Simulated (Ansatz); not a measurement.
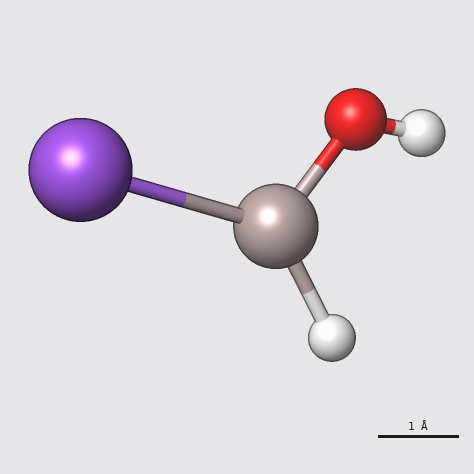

Colours: oxygen red, aluminium light grey, sodium purple, hydrogen white.

The geometry was computed by an optimisation with PBE0-D4/def2-TZVP. No frequency run is at hand to confirm it as a minimum.

Give the formula.

AlH₂NaO, 5 atoms: 1 aluminium, 2 hydrogen, 1 sodium and 1 oxygen.

What is the point group of this geometry?

Cs.

How many bonds of each kind are drawn?

1 Al–O, 1 Al–Na, 1 O–H, 1 Al–H. Sticks follow a distance rule.

The parts below concern this one geometry. Atoms keep their numbers from picture to picture.

### Shape

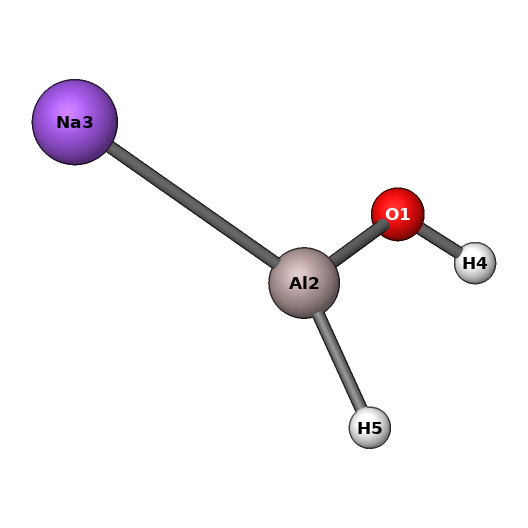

No frequency run is at hand to confirm it as a minimum.

How are the neighbours of atom 2 arranged?

Al2 has 3 neighbours (O1 at 1.73, Na3 at 2.89, H5 at 1.63 Å); the arrangement is trigonal planar.

Describe the coordination of atom 1.

O1 has 2 neighbours (Al2 at 1.73, H4 at 0.96 Å); the arrangement is bent.

### Dipole moment

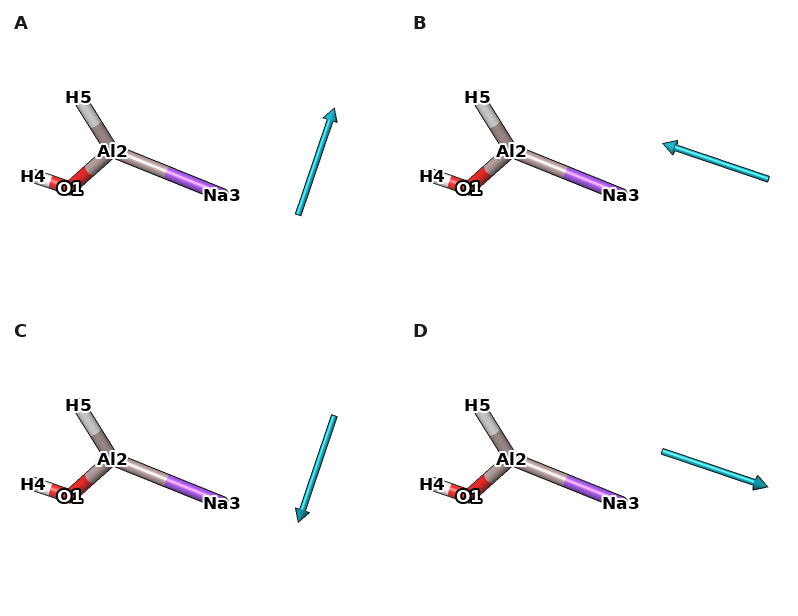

The same molecule four times, each with an arrow. No frequency run is at hand to confirm it as a minimum. Level of theory: RKS PBE0-D4/def2-TZVP (Ansatz 0.2.0).

Which arrow points along the dipole moment, from the negative to the positive end?

D. The dipole moment is 5.77 D; it points from the side of H4 to the side of Na3 (the outermost atoms at the two ends).

### Charges

The questions are on Mulliken charges. No frequency run is at hand to confirm it as a minimum. Method: RKS PBE0-D4/def2-TZVP (Ansatz 0.2.0).

List the Mulliken charges.

| atom | value (e) |
| --- | --- |
| O1 | −0.57 |
| Al2 | 0.18 |
| Na3 | 0.24 |
| H4 | 0.30 |
| H5 | −0.15 |

### Electronic properties

No frequency run is at hand to confirm it as a minimum. Level of theory: RKS PBE0-D4/def2-TZVPP (Ansatz 0.2.0).

Give the LUMO energy (Kohn–Sham orbital) at this level.

−1.41 eV.

What is the HOMO energy (Kohn–Sham orbital)?

−4.77 eV.

Mulliken values depend strongly on the basis set and can even reverse the polarity of a bond.
